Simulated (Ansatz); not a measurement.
## Fields on a plane of Cu (fcc, Cu type)

```
Cu
1.0
    0.00000     1.78951     1.78951
    1.78951     0.00000     1.78951
    1.78951     1.78951     0.00000
Cu
1
Direct
  0.00000   0.00000   0.00000
```

The slice is a {100} plane (indices of the conventional cell) through the point (0.000, 0.000, 0.000) (fractional), spanned by u = [100] and v = [0 1 -1] in vectors of this cell: u (2.53 Å) and v (2.53 Å, at 90° to u). It covers one period; positions are fractions (u, v).

Atoms on it: Cu at (0.00, 0.00).

All values below come from r2SCAN (plane waves to 500 eV, PAW, scalar-relativistic; Ansatz, a first-principles code). k mesh 22×22×22. Inside the PAW spheres the values are not all-electron values, and peaks at nuclei hang on which shells count as valence. Cu is run without spin polarisation. Cu was relaxed with its symmetry unable to fall. The PAW data are Ansatz's earlier set.

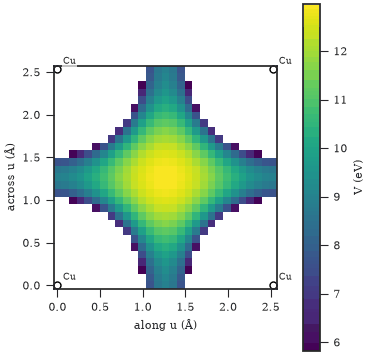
Figure: Electrostatic potential energy of an electron, from the cell's mean, in eV, one period of the plane, atoms marked. Points within 1 Å of a nucleus are left white, as the pseudised field means little there. The zero, the cell's mean, hangs on the PAW cores.

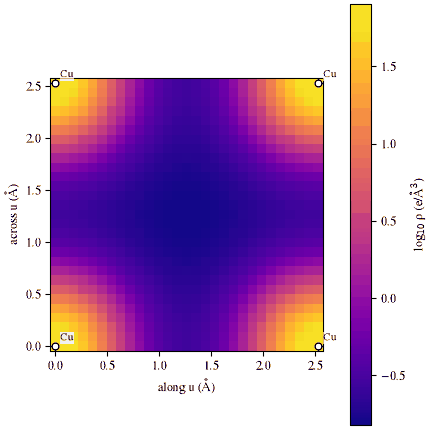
Fig. 1. Log₁₀ of the valence density in e/Å³, one period of the plane, atoms marked. The scale is logarithmic, as a density can span decades between atoms and voids.

The density on the Cu–Cu line (2.53 Å) at its midpoint is 0.28 e/Å³ and the ELF at that point comes out as 0.22.
